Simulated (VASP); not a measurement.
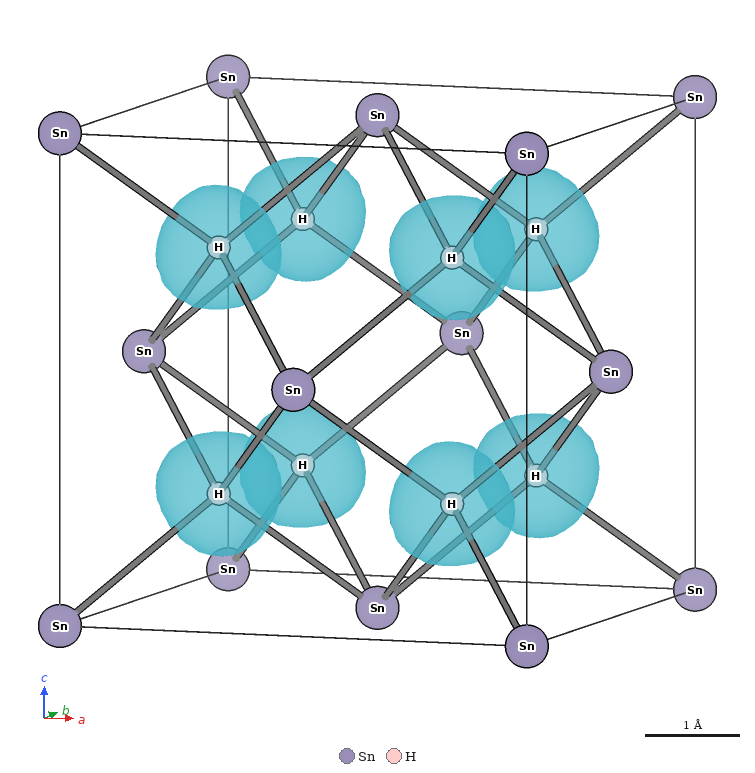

*SnH2. Isosurface of the electron localisation function at 0.8 (cyan), seen slightly off an axis. Core shells and regions of very low density are left out. Sticks mark near contacts.*

Space group Fm-3m; a generated structure, not necessarily the stable one; computed pressure about −3 GPa in this cell.

Computed with Kohn-Sham DFT of a periodic cell, LDA, VASP PAW LDA potentials, recommended (VASP).

Core electrons are frozen (PAW), and the valence fields are smoothed inside the atomic spheres.

Describe the localisation domains.

The ELF exceeds this value in eight regions around hydrogen nuclei, counted in one cell of 12 atoms. Any copies at cell faces, edges or corners count once. Profiles from the grid: Sn–H (2.30 Å): the ELF climbs to about 1 towards the hydrogen.
